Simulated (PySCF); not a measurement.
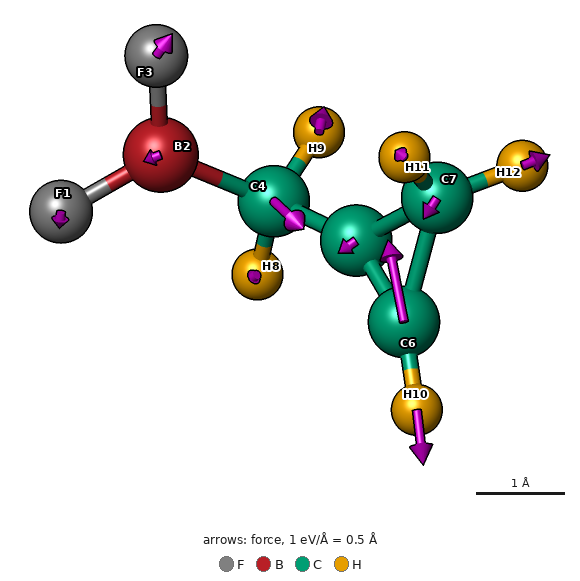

Starting geometry of C4H5BF2 with the computed forces as purple arrows. Style: ball-and-stick. Shown at a tilt.

The start comes from GFN2-xTB. Its atoms were then displaced at random by about 0.01 Å.

These are results of PBE0-D3(BJ)/def2-SVP geometry optimisation, gas phase in PySCF, not measurements. 

What follows when this structure is relaxed?

Answer. It isn't relaxed: the largest force vector, on a C atom, is 2.06 eV/Å. The final displacements have little in common with the starting forces (cosine between the two patterns 0.15). An F atom moves most after the best rigid fit: 0.21 Å. Largest moves by element: F 0.21 Å, H 0.11 Å, C 0.05 Å, B 0.03 Å. Some distances before and after: C–H 1.053 → 1.087 Å, C–C 1.507 → 1.475 Å, C–H 1.081 → 1.105 Å, B–F 1.308 → 1.319 Å. Bond angles that change, for instance: C–C–H 105.3° → 109.5°, F–B–F 113.6° → 116.8°, B–C–H 111.2° → 108.1°. Over 8 geometry steps the energy falls by 2.20 kcal/mol. The run took 83 s on 1 thread of Arm Neoverse N1, with other jobs on the host.
